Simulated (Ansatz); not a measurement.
# Nb3B: what a guessed cell relaxes into, part 2 of 2

The task: take a trial cell of Nb3B to zero force and stress.

Ansatz 0.2.0; DFT PBE, scalar-relativistic, plane waves, PAW. Earlier steps stand in the parts before.

## 4. Spin check on a coarse mesh

Contents of input.yaml:

```yaml
crystal:
  lattice:
    - [-2.5573024436, 2.5573024436, 2.5573024436]
    - [2.5573024436, -2.5573024436, 2.5573024436]
    - [2.5573024436, 2.5573024436, -2.5573024436]
  atoms:
    - { symbol: Nb, position: [0.0, 0.5, 0.5], spin: 1.0 }
    - { symbol: Nb, position: [0.5, 0.0, 0.5], spin: 1.0 }
    - { symbol: Nb, position: [0.5, 0.5, 0.0], spin: 1.0 }
    - { symbol: B, position: [0.0, 0.0, 0.0] }
basis:
  ecutwfc: 420
kpoints:
  mp_grid: { grid: [6, 6, 6] }
hamiltonian:
  xc: pbe
scf:
  occupations: { method: gaussian, width: 0.1 }
  lower_state_search: "off"
output:
  forces: true
  stress: true
  eigenvalues: true
  populations: true
magnetization:
  spin_polarized: true
```

Started as:

```sh
> ansatz run input.yaml --threads 1 --pin off --max-ram 2560MiB --backend cpu --events-out ev --progress --plain --runs-dir out
```

The program printed, cut to the lines that bear on the results:

```text
[...]
SCF converged after 14 iterations
Magnetization: -0.0000 μB (21.0000 up, 21.0000 down)
Absolute magnetization: 0.0000 μB (∫|ρ↑−ρ↓|, with the PAW one-centre terms)
Spin contamination: 0.0000 ħ² per cell (⟨S²⟩ above its minimum at these occupations)
Per-site moments (μB) at R_I (Å): [(2.2591874861349126e-7, 1.054887257985), (2.2591874835226752e-7, 1.054887257985), (2.2591874856715954e-7, 1.054887257985), (-6.700780124731963e-6, 1.054887257985)]
Free energy (F): -13808.761558 eV
[...]
E sigma→0 (E₀):  -13808.752894 eV
Entropy (-TS):   -0.017329 eV (-4.332 meV/atom)
Fermi energy:    15.553841 eV
[...]
--- Forces (eV/Å), atoms counted from 1 ---
  atom   1  Nb    -0.00000000    -0.00000000     0.00000000
  atom   2  Nb     0.00000000    -0.00000000     0.00000000
  atom   3  Nb     0.00000000    -0.00000000    -0.00000000
  atom   4  B     -0.00000000     0.00000000     0.00000000
[...]
--- Stress (GPa, compression-positive) ---
        0.031525      -0.000000       0.000000
        0.000000       0.031525       0.000000
        0.000000       0.000000       0.031525
  P = ⅓ Tr σ = 0.0315 GPa (0.315 kbar)
--- Band table (eV; the first three rows and the last of 32) ---
[...]
--- Löwdin populations: 4 sites ---
  site symbol       q [e]    m [muB]
     0     Nb     12.7652     0.0000
     1     Nb     12.7652     0.0000
     2     Nb     12.7652     0.0000
     3      B      3.5935    -0.0000
  spilling = 0.002643 (of n_electrons = 42.000000)
```

Wall time 12 s (1 thread of Arm Neoverse N1, shared host); peak memory 0.33 GiB.

Per atom:

```
atom  Löwdin electrons
 Nb1             12.77
 Nb2             12.77
 Nb3             12.77
  B4              3.59
```

The same cell is solved with trial moments on Nb. The largest site moment that stays is 0.00 μB and the cell's total 0.00 μB. The workflow keeps spin only above 0.25 μB on a site, so the next run goes without spin.

## 5. Relaxation on the finer mesh

The end of the coarse run is made exact in the group found at a tolerance of 0.06 Å and reduced to its primitive cell.

Contents of input.yaml:

```yaml
crystal:
  lattice:
    - [-2.5573024436, 2.5573024436, 2.5573024436]
    - [2.5573024436, -2.5573024436, 2.5573024436]
    - [2.5573024436, 2.5573024436, -2.5573024436]
  atoms:
    - { symbol: Nb, position: [0.0, 0.5, 0.5] }
    - { symbol: Nb, position: [0.5, 0.0, 0.5] }
    - { symbol: Nb, position: [0.5, 0.5, 0.0] }
    - { symbol: B, position: [0.0, 0.0, 0.0] }
basis:
  ecutwfc: 420
kpoints:
  mp_grid: { grid: [12, 12, 12] }
hamiltonian:
  xc: pbe
scf:
  occupations: { method: gaussian, width: 0.1 }
output:
  forces: true
  stress: true
  eigenvalues: true
  write_density: true
  write_potential: true
  elf: true
  volumetric_format: npy
relax:
  adjacent_minimum: "off"
  f_tol: 0.01
  max_steps: 80
  cell: { stress_tol: 0.05 }
```

Started as:

```sh
> ansatz run input.yaml --threads 1 --pin off --max-ram 2560MiB --backend cpu --events-out ev --progress --plain --runs-dir out
```

The program printed:

```text
Warning: RAYON_NUM_THREADS=1 ignored (pool sized by the plan → 1); use --threads N
Engine: ansatz 0.2.0, aarch64-unknown-linux-gnu
Pseudopotentials: kind: paw
Pseudopotential: Nb, paw, valence charge 13, recommended cutoff 420 eV (normal), Nb.paw.azcp
Pseudopotential: B, paw, valence charge 3, recommended cutoff 420 eV (normal), B.paw.azcp
Functional definition: PBE
  parameter kappa = 0.804
  parameter beta = 0.06672455060314922
  exchange = pbe_x(kappa = kappa, mu = beta*pi^2/3)
  correlation = pbe_c(beta = beta)
Crystal: 4 atoms, lattice volume = 66.897 Å³
Basis set: ecut = 420 eV, 1289 PW (Γ), exchange–correlation on 60×60×60 points (8 copies of the dense FFT grid, shifted against one another)
Bands: 26, of which v1, the nominal top of the filled ones, is band 21 counted from 1 (20 counted from 0)
Symmetry: 48 space group operations
Space group: Im-3m (ITA 229), of the structure as read, at distance tolerance 4.1e-5 Å
k-points: 72 of 1728
Non-local potential: Nb, projectors of the file, l = 0: 3, l = 1: 2, l = 2: 2, l = 3: 1
Non-local potential: B, projectors of the file, l = 0: 2, l = 1: 2, l = 2: 1
PAW form: soft (Blöchl's): semilocal exchange-correlation on the pseudo side does not see the compensation charge
PAW one-centre angular grid: Nb, 590 points (default); XC on 64 Gauss nodes
PAW one-centre angular grid: B, 110 points (default); XC on 64 Gauss nodes
Initial density: superposition of atomic densities (neutral atoms: chi_scale 0, normalization atom), corrected by the library's trained network
Initial wavefunctions: pseudopotential atomic-orbital guess
Functional: x = pbe(κ = 0.804, μ = 0.2195149727645171), c = pbe(β = 0.06672455060314922)
SCF iter   1: F=—  HF=-13808.758662 eV  |F-HF|=—  |Δ(HF+E_count)|=         —  Δρ=9.65e-3  dr2=1.64e-1  ethr=1.77e-3  ⟨swp⟩=4.2  Hψ=7788  notcnv=0
preconditioner: auto → Kerker (q_TF=auto, 2.525 Å⁻¹)  [metal: Δε(μ)=0.011 eV  Ē_g=4.065 eV  σ=0.100 eV  W_gap=0.06  n_scr=18 (ndim 8)  ℏωp=19.3 eV  f_vac=0.000  D(μ)=3.49/eV (n_scr^D=42)]
SCF iter   2: F=—  HF=-13808.732411 eV  |F-HF|=—  |Δ(HF+E_count)|=   2.63e-2  Δρ=4.87e-3  dr2=4.06e-2  ethr=3.91e-4  ⟨swp⟩=1.0  Hψ=2449  notcnv=0
SCF iter   3: F=—  HF=-13808.723883 eV  |F-HF|=—  |Δ(HF+E_count)|=   8.53e-3  Δρ=8.67e-4  dr2=4.24e-4  ethr=9.68e-5  ⟨swp⟩=2.0  Hψ=2487  notcnv=0
SCF iter   4: F=—  HF=-13808.723808 eV  |F-HF|=—  |Δ(HF+E_count)|=   7.48e-5  Δρ=2.05e-4  dr2=6.08e-5  ethr=1.01e-6  ⟨swp⟩=2.0  Hψ=2504  notcnv=0
SCF iter   5: F=—  HF=-13808.723800 eV  |F-HF|=—  |Δ(HF+E_count)|=   8.30e-6  Δρ=4.80e-5  dr2=2.96e-6  ethr=1.45e-7  ⟨swp⟩=2.0  Hψ=2501  notcnv=0  defer=1
SCF iter   6: F=-13808.723799 eV  HF=-13808.723799 eV  |F-HF|=3.52e-9  |Δ(HF+E_count)|=   4.28e-7  Δρ=5.99e-6  dr2=2.15e-8  ethr=2.38e-10  ⟨swp⟩=7.3  Hψ=11431  notcnv=0
SCF 1 converged in 6 iterations: F = -13808.723799 eV  dr2 = 2.15e-8
relax step   1: F+E_penalty+E_count = -13808.72379909 eV  Δ(F+E_penalty+E_count) = +0.000e0 eV  max|allowed force component| = 7.573e-29 eV/Å  Δτ_max = 0.0000 Å  P = +1.202 GPa  Ω = 66.897 Å³  (6 SCF iters, dr2 threshold 1.00e-7 eV, accepted)
Crystal: 4 atoms, lattice volume = 67.948 Å³
Initial density: handed on by an earlier stage of this run
Initial wavefunctions: those handed on with the density
iter 1 solved again at ethr=2.70e-6 eV; its pass at ethr=3.10e-3 eV (dr2=1.13e-3 eV) is discarded
SCF iter   1: F=—  HF=-13808.724195 eV  |F-HF|=—  |Δ(HF+E_count)|=         —  Δρ=9.71e-4  dr2=1.15e-3  ethr=2.70e-6  ⟨swp⟩=1.3  Hψ=9932  notcnv=0
preconditioner: auto → Kerker (q_TF=auto, 2.518 Å⁻¹)  [metal: Δε(μ)=0.006 eV  Ē_g=4.028 eV  σ=0.100 eV  W_gap=0.04  n_scr=18 (ndim 8)  ℏωp=19.1 eV  f_vac=0.000  D(μ)=4.14/eV (n_scr^D=42)]
SCF iter   2: F=—  HF=-13808.724044 eV  |F-HF|=—  |Δ(HF+E_count)|=   1.51e-4  Δρ=5.20e-4  dr2=2.98e-4  ethr=2.70e-6  ⟨swp⟩=1.6  Hψ=1975  notcnv=0
SCF iter   3: F=—  HF=-13808.723996 eV  |F-HF|=—  |Δ(HF+E_count)|=   4.79e-5  Δρ=5.41e-5  dr2=1.16e-6  ethr=7.10e-7  ⟨swp⟩=2.0  Hψ=2481  notcnv=0
iter 4 did not close the SCF: its close was put off for the readings that it lacked (scf_convergence_deferred on its scf_iter line)
SCF iter   4: F=-13808.723996 eV  HF=-13808.723996 eV  |F-HF|=3.32e-9  |Δ(HF+E_count)|=   3.68e-7  Δρ=8.81e-6  dr2=3.28e-8  ethr=2.77e-9  ⟨swp⟩=2.9  Hψ=3468  notcnv=0
iter 5 did not close the SCF: its close was put off for the readings that it lacked (scf_convergence_deferred on its scf_iter line)
SCF iter   5: F=-13808.723996 eV  HF=-13808.723996 eV  |F-HF|=8.31e-10  |Δ(HF+E_count)|=   3.70e-9  Δρ=1.34e-6  dr2=1.53e-9  ethr=7.80e-11  ⟨swp⟩=2.1  Hψ=3174  notcnv=0
SCF iter   6: F=-13808.723996 eV  HF=-13808.723996 eV  |F-HF|=1.09e-11  |Δ(HF+E_count)|=  3.64e-11  Δρ=3.21e-7  dr2=7.04e-11  ethr=3.64e-12  ⟨swp⟩=4.2  Hψ=9099  notcnv=0
SCF 2 converged in 6 iterations: F = -13808.723996 eV  dr2 = 7.04e-11
relax step   2: F+E_penalty+E_count = -13808.72399604 eV  Δ(F+E_penalty+E_count) = -1.969e-4 eV  max|allowed force component| = 1.694e-29 eV/Å  Δτ_max = 0.0000 Å  P = -1.009 GPa  Ω = 67.948 Å³  energy of the carried Pulay correction = -3.498e-4 eV  (6 SCF iters, dr2 threshold 4.00e-7 eV, accepted)
Crystal: 4 atoms, lattice volume = 67.464 Å³
iter 1 solved again at ethr=5.92e-7 eV; its pass at ethr=3.10e-3 eV (dr2=2.48e-4 eV) is discarded
SCF iter   1: F=—  HF=-13808.725744 eV  |F-HF|=—  |Δ(HF+E_count)|=         —  Δρ=4.41e-4  dr2=2.34e-4  ethr=5.92e-7  ⟨swp⟩=2.0  Hψ=9706  notcnv=0
preconditioner: auto → Kerker (q_TF=auto, 2.521 Å⁻¹)  [metal: Δε(μ)=0.015 eV  Ē_g=4.055 eV  σ=0.100 eV  W_gap=0.08  n_scr=18 (ndim 8)  ℏωp=19.2 eV  f_vac=0.000  D(μ)=4.21/eV (n_scr^D=42)]
SCF iter   2: F=—  HF=-13808.725714 eV  |F-HF|=—  |Δ(HF+E_count)|=   3.05e-5  Δρ=2.35e-4  dr2=5.95e-5  ethr=5.56e-7  ⟨swp⟩=1.6  Hψ=1967  notcnv=0
iter 3 did not close the SCF: its close was put off for the readings that it lacked (scf_convergence_deferred on its scf_iter line)
SCF iter   3: F=-13808.725704 eV  HF=-13808.725704 eV  |F-HF|=3.87e-8  |Δ(HF+E_count)|=   9.95e-6  Δρ=2.66e-5  dr2=3.54e-7  ethr=1.42e-7  ⟨swp⟩=2.0  Hψ=2477  notcnv=0
iter 4 did not close the SCF: its close was put off for the readings that it lacked (scf_convergence_deferred on its scf_iter line)
SCF iter   4: F=-13808.725704 eV  HF=-13808.725704 eV  |F-HF|=6.40e-10  |Δ(HF+E_count)|=   3.49e-8  Δρ=3.74e-6  dr2=6.31e-9  ethr=8.43e-10  ⟨swp⟩=2.0  Hψ=2512  notcnv=0
iter 5 did not close the SCF: its close was put off for the readings that it lacked (scf_convergence_deferred on its scf_iter line)
SCF iter   5: F=-13808.725704 eV  HF=-13808.725704 eV  |F-HF|=3.09e-11  |Δ(HF+E_count)|=   1.37e-9  Δρ=5.34e-7  dr2=1.30e-10  ethr=1.50e-11  ⟨swp⟩=3.0  Hψ=3523  notcnv=0
SCF iter   6: F=-13808.725704 eV  HF=-13808.725704 eV  |F-HF|=7.28e-12  |Δ(HF+E_count)|=  5.09e-11  Δρ=1.05e-7  dr2=9.44e-12  ethr=1.00e-12  ⟨swp⟩=4.0  Hψ=7761  notcnv=0
SCF 3 converged in 6 iterations: F = -13808.725704 eV  dr2 = 9.44e-12
relax step   3: F+E_penalty+E_count = -13808.72570369 eV  Δ(F+E_penalty+E_count) = -1.708e-3 eV  max|allowed force component| = 1.498e-29 eV/Å  Δτ_max = 0.0000 Å  P = -0.011 GPa  Ω = 67.464 Å³  energy of the carried Pulay correction = -1.895e-4 eV  (6 SCF iters, dr2 threshold 4.00e-7 eV, accepted)
Initial wavefunctions: pseudopotential atomic-orbital guess (no wavefunctions were taken with the density)
iter 1 solved again at ethr=4.94e-9 eV; its pass at ethr=3.10e-3 eV (dr2=2.07e-6 eV) is discarded
SCF iter   1: F=—  HF=-13808.725893 eV  |F-HF|=—  |Δ(HF+E_count)|=         —  Δρ=1.40e-5  dr2=1.93e-8  ethr=4.94e-9  ⟨swp⟩=3.5  Hψ=13347  notcnv=0
preconditioner: auto → Kerker (q_TF=auto, 2.521 Å⁻¹)  [metal: Δε(μ)=0.019 eV  Ē_g=4.055 eV  σ=0.100 eV  W_gap=0.11  n_scr=18 (ndim 8)  ℏωp=19.2 eV  f_vac=0.000  D(μ)=4.20/eV (n_scr^D=42)]
SCF iter   2: F=—  HF=-13808.725893 eV  |F-HF|=—  |Δ(HF+E_count)|=   3.56e-7  Δρ=7.41e-6  dr2=4.56e-9  ethr=4.60e-11  ⟨swp⟩=2.3  Hψ=2743  notcnv=0
SCF iter   3: F=—  HF=-13808.725893 eV  |F-HF|=—  |Δ(HF+E_count)|=   1.28e-8  Δρ=6.51e-7  dr2=7.01e-11  ethr=1.09e-11  ⟨swp⟩=2.2  Hψ=3332  notcnv=0
iter 4 did not close the SCF: its close was put off for the readings that it lacked (scf_convergence_deferred on its scf_iter line)
SCF iter   4: F=-13808.725893 eV  HF=-13808.725893 eV  |F-HF|=7.28e-12  |Δ(HF+E_count)|=  1.06e-10  Δρ=5.65e-8  dr2=1.30e-12  ethr=1.00e-12  ⟨swp⟩=1.0  Hψ=1872  notcnv=0
iter 5 did not close the SCF: its close was put off for the readings that it lacked (scf_convergence_deferred on its scf_iter line)
SCF iter   5: F=-13808.725893 eV  HF=-13808.725893 eV  |F-HF|=0.00e0  |Δ(HF+E_count)|=    0.00e0  Δρ=7.75e-9  dr2=4.58e-14  ethr=1.00e-12  ⟨swp⟩=1.0  Hψ=1872  notcnv=0
iter 6 did not close the SCF: its close was put off for the readings that it lacked (scf_convergence_deferred on its scf_iter line)
SCF iter   6: F=-13808.725893 eV  HF=-13808.725893 eV  |F-HF|=3.64e-12  |Δ(HF+E_count)|=  3.64e-12  Δρ=8.29e-10  dr2=2.96e-16  ethr=1.00e-12  ⟨swp⟩=1.0  Hψ=1872  notcnv=0
iter 7 did not close the SCF: its close was put off for the readings that it lacked (scf_convergence_deferred on its scf_iter line)
SCF iter   7: F=-13808.725893 eV  HF=-13808.725893 eV  |F-HF|=7.28e-12  |Δ(HF+E_count)|=    0.00e0  Δρ=2.92e-10  dr2=3.98e-17  ethr=1.00e-12  ⟨swp⟩=1.0  Hψ=1872  notcnv=0
SCF iter   8: F=-13808.725893 eV  HF=-13808.725893 eV  |F-HF|=5.46e-12  |Δ(HF+E_count)|=  1.82e-12  Δρ=5.91e-11  dr2=1.89e-18  ethr=1.00e-12  ⟨swp⟩=1.1  Hψ=4052  notcnv=0
SCF 4 converged in 8 iterations: F = -13808.725893 eV  dr2 = 1.89e-18
relax step   4: F+E_penalty+E_count = -13808.72589266 eV  Δ(F+E_penalty+E_count) = -1.890e-4 eV  max|allowed force component| = 1.407e-29 eV/Å  Δτ_max = 0.0000 Å  P = -0.009 GPa  Ω = 67.464 Å³  stress off target by 9.48e-3 GPa  SCF on the basis re-selected at this cell (its energy is not comparable with the rows above)  (8 SCF iters)
basis re-selected at this cell: Δ(F+E_penalty+E_count) = -1.890e-4 eV, ΔP = +0.002 GPa vs the last step (what re-selecting the basis moved, of the pressure what is left beyond the Pulay correction that the steps carried, after the strain that the cell walked since its last selection, with what the two solves' SCF thresholds leave and, on support functions, any second-order correction that the steps lacked; it is no measure of the basis error at this ecutwfc). This SCF's stress stands 9.48e-3 GPa from its target on what of the cell is left free (relax.cell.stress_tol is 5.00e-2 GPa) and its largest allowed force component is 1.41e-29 eV/Å (relax.f_tol is 1.00e-2 eV/Å): within both
SCF converged after 8 iterations
Free energy (F): -13808.725893 eV
Harris-Foulkes:  -13808.725893 eV  (|F-HF|=5.46e-12)
Internal energy: -13808.704915 eV  (E = F + TS)
E sigma→0 (E₀):  -13808.715404 eV
Entropy (-TS):   -0.020978 eV (-5.245 meV/atom)
Fermi energy:    15.379350 eV
--- Per-component energies (eV) ---
  E_band       = -285.796576
  E_kinetic    = 1230.314348
  E_local      = -2579.092049  (includes V_loc(G=0)·N_el)
  E_nonlocal   = 378.207744
  E_hartree    = 843.263697
  E_xc         = -556.158809
  E_vxc        = -673.728932  (∫ρ·V_xc dr)
  E_paw        = -9300.665735  (= ΣΔE_a)
  E_vpaw       = -328.025101  (= ΣTr[D̂ρ^β])
  E_aug_tail   = 0.000020  (compensation charges beyond the density's cutoff)
  E_ewald      = -3824.574130
  E_smearing   = -0.020978  (= −TS)
  E_closure    = 0.000000  (closes the sum)
  Σ components = -13808.725893   (vs F -13808.725893, Δ=0.00e0)
--- Forces (eV/Å), atoms counted from 1 ---
  atom   1  Nb    -0.00000000    -0.00000000     0.00000000
  atom   2  Nb     0.00000000    -0.00000000    -0.00000000
  atom   3  Nb     0.00000000    -0.00000000    -0.00000000
  atom   4  B     -0.00000000     0.00000000     0.00000000
  max |Σ_I F_I| component: 4.79e-29 eV/Å
--- Stress (GPa, compression-positive) ---
       -0.009476       0.000000       0.000000
        0.000000      -0.009476       0.000000
        0.000000       0.000000      -0.009476
  P = ⅓ Tr σ = -0.0095 GPa (-0.095 kbar)
--- Band table (eV; the first three rows and the last of 72) ---
  k-point 0: bands = ["-39.6026", "-39.0900", "-39.0900", "-16.5084", "-16.5084", "-16.5084", "-15.3916", "-15.3916", "-15.3916", "-14.3288", "-14.3288", "-14.3288", "7.1087", "11.2941", "11.2941", "11.2941", "12.3935", "12.3935", "12.4322", "15.7192", "15.7192", "15.7192", "18.2041", "18.2041", "18.2041", "18.2990"]
  k-point 1: bands = ["-39.5949", "-39.0979", "-39.0904", "-16.5093", "-16.4763", "-16.4745", "-15.3968", "-15.3908", "-15.3887", "-14.3708", "-14.3685", "-14.3300", "7.1912", "11.3163", "11.3551", "11.3826", "12.4140", "12.4914", "12.4990", "15.3633", "15.5969", "15.7210", "18.0858", "18.1089", "18.2245", "18.4088"]
  k-point 2: bands = ["-39.5725", "-39.1211", "-39.0917", "-16.5119", "-16.3818", "-16.3749", "-15.4112", "-15.3887", "-15.3809", "-14.4924", "-14.4836", "-14.3331", "7.4288", "11.3777", "11.4900", "11.6459", "12.4404", "12.7464", "12.7672", "14.7064", "15.3491", "15.7359", "17.6778", "17.8454", "18.2474", "18.6139"]
  k-point 71: bands = ["-39.4224", "-39.4224", "-38.9359", "-16.5838", "-16.5838", "-16.5838", "-15.3261", "-15.3261", "-15.3261", "-14.3409", "-14.3409", "-14.3409", "8.1824", "12.6025", "12.6427", "12.6427", "13.0210", "13.0210", "13.0210", "13.8496", "13.8496", "13.8496", "17.3533", "17.3533", "17.3533", "17.9770"]
--- Relaxed structure (3 steps of the walk, 3 accepted, 1 SCFs on fresh bases) ---
  F+E_penalty+E_count = -13808.72589266 eV   max|allowed force component| = 1.407e-29 eV/Å   (the final SCF, on the basis selected at the relaxed cell)
  cell:  # Å, volume = 67.4641 Å³
    - [-2.564509312655427, 2.564509312655427, 2.564509312655427]
    - [2.564509312655427, -2.564509312655427, 2.564509312655427]
    - [2.564509312655427, 2.564509312655427, -2.564509312655427]
  atoms:
    - { symbol: Nb, position: [-3.866246311476714e-36, 0.5, 0.5] }
    - { symbol: Nb, position: [0.5, -2.768333413786223e-34, 0.5] }
    - { symbol: Nb, position: [0.5, 0.5, -1.8479164984579363e-34] }
    - { symbol: B, position: [-1.2355710302945668e-34, 7.295752750297853e-34, 6.938810008212579e-34] }
```

Wall time 56 s (1 thread of Arm Neoverse N1, shared host); peak memory 0.4 GiB.

Relaxation path:

```csv
step,energy from step 1 (eV/cell),largest force component (eV/Å),pressure (GPa),volume (Å³)
1,0.0000,0.0000,1.20,66.90
2,-0.0002,0.0000,-1.01,67.95
3,-0.0019,0.0000,-0.01,67.46
4,-0.0021,0.0000,-0.01,67.46
```

Step 1 is the start. Step 4 repeats the geometry before it on a plane-wave basis chosen anew for that cell, so its energy need not be comparable with the rows above.

Lengths and angles in the start's conventional setting:

|  | before | after | change |
| --- | --- | --- | --- |
| a (Å) | 5.115 | 5.129 | +0.3 % |
| b (Å) | 5.115 | 5.129 | +0.3 % |
| c (Å) | 5.115 | 5.129 | +0.3 % |
| volume (Å³/atom) | 16.72 | 16.87 | +0.8 % |
| shortest distance (Å) | 2.557 | 2.565 | +0.3 % |
| space group (0.01 Å) | Im-3m | Im-3m | same |

The run keeps the 48 symmetry operations of the start, so it could not have lowered the symmetry.

The maps below are laid out on this run's own conventional cell (a, b, c = 5.129, 5.129, 5.129 Å).

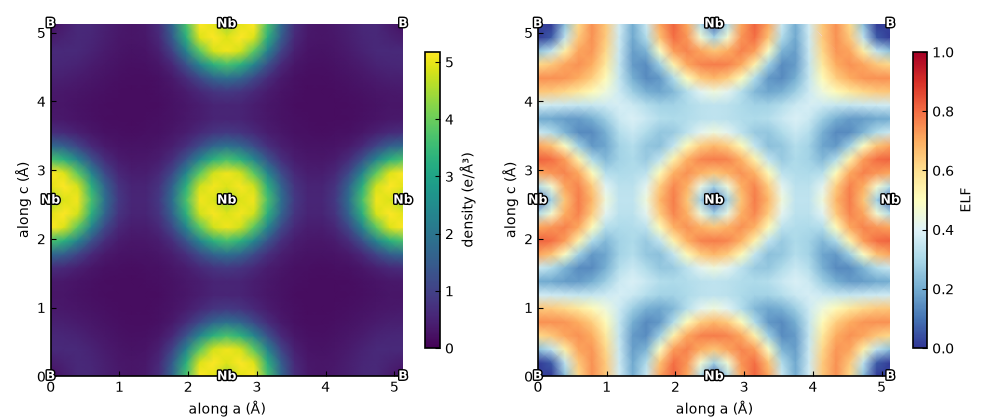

Density (left) and ELF (right) in a lattice plane of the grid's cell (edges 5.13 and 5.13 Å, at 0.000 of the third edge), which holds Nb and B. Only atoms in the plane are labelled. Both are smooth fields of the valence electrons: close to the nuclei they are not physical.

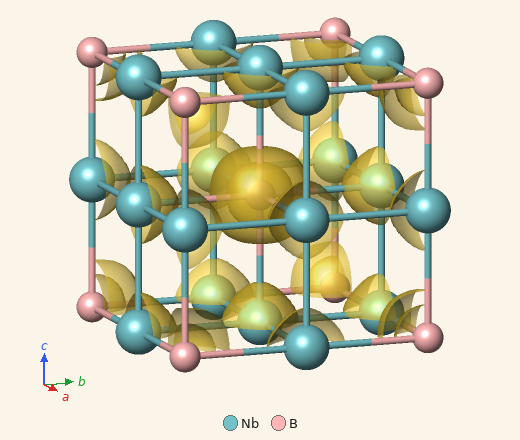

Surface of ELF = 0.68, drawn in one cell.

Outside the cores ELF peaks at 0.74 in the shell around B, 0.8 Å from B.

## 6. What came out

What follows sums up all 2 parts. Changes of volume or cell count from the first structure of part 1.

| quantity | value |
| --- | --- |
| symmetry at the end (tolerance 0.05 Å) | space group Im-3m (No. 229) |
| conventional cell | a = 5.129 Å, b = 5.129 Å, c = 5.129 Å, α = 90.00°, β = 90.00°, γ = 90.00° |
| volume | 16.87 Å³/atom |
| energy over the elements | +1.01 eV/atom |
| gap on the mesh | none (metal) |

What this shows: The space group Im-3m (No. 229) is kept, and the volume per atom grows by 47.9 % from the first guess. With a positive formation energy it can't be a ground state. No finished test with a distortion of lower symmetry is shown, so the end may be a saddle point. Other magnetic orders were not searched.
